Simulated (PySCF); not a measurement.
## Electronic structure of AlH8N4 (SMILES [NH2][Al-]([NH2])([NH2])[NH2]) (charge −1) in real space

Input

```
{"job": {"kind": "uv", "xc": "B3LYP", "basis": "def2-SVPD", "ip": false, "nstates": 15}, "charge": -1, "multiplicity": 1}
Al     0.006998     0.000481     0.004394
N     -0.197836     0.091589     1.868038
H      0.242656    -0.677992     2.373522
H      0.199589     0.939773     2.273417
N      1.806448     0.130376    -0.517153
H      2.386040    -0.615965    -0.131145
H      1.939063     0.075233    -1.527839
N     -0.848956     1.427504    -0.861454
H     -0.490826     2.348756    -0.607271
H     -1.849648     1.466452    -0.664899
N     -0.740411    -1.653174    -0.476902
H     -0.696164    -1.837018    -1.479696
H     -1.726323    -1.748115    -0.230812
```

Launched as:

```sh
OMP_NUM_THREADS=1 python probes_run.py task.json out
```

Geometry: PBE0-D3(BJ)/def2-SVP.

Theory: B3LYP/def2-SVPD, SCF density, gas phase in PySCF.

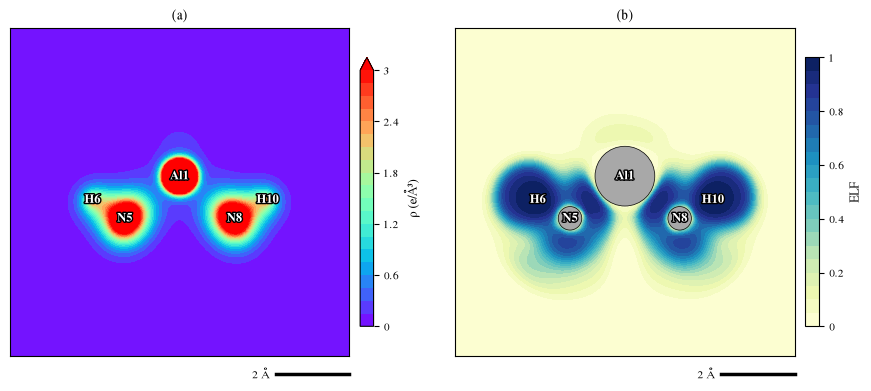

Figure 1. (a) electron density; (b) ELF on the plane of atoms Al1, N5 and H6. Grey discs cover the atomic cores in the ELF map.

> Read the bonding off the picture.

- The plane passes through Al, N and H nuclei.
- Al–N (1.88 Å): the density is about 0.71 e/Å³ at the midpoint; the ELF peaks at about 0.95 between the atoms: a polar covalent bond.
- N–H (1.02 Å): the density is about 2.7 e/Å³ at the midpoint; the ELF climbs to about 1 towards the hydrogen, as it does in any bond to H (an ordinary covalent bond to hydrogen).

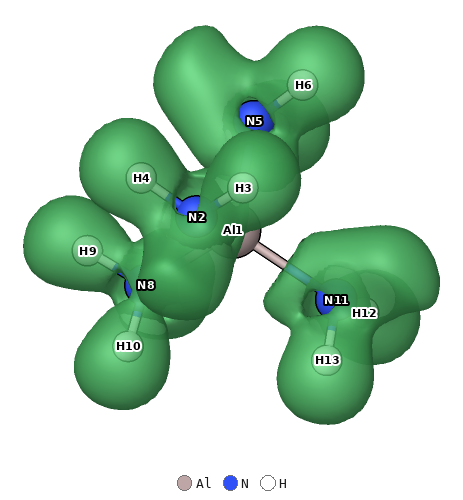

Figure 2. Isosurface of the ELF at 0.75 (green), seen at a tilt. Only the valence region is drawn (cores and ρ < 0.01 e/Å³ removed).

> Identify the bonds, lone pairs and shells in this picture.

At this value the surface marks out four joined regions spread over several atoms (H, N), in which their bonds and any lone pairs are merged.
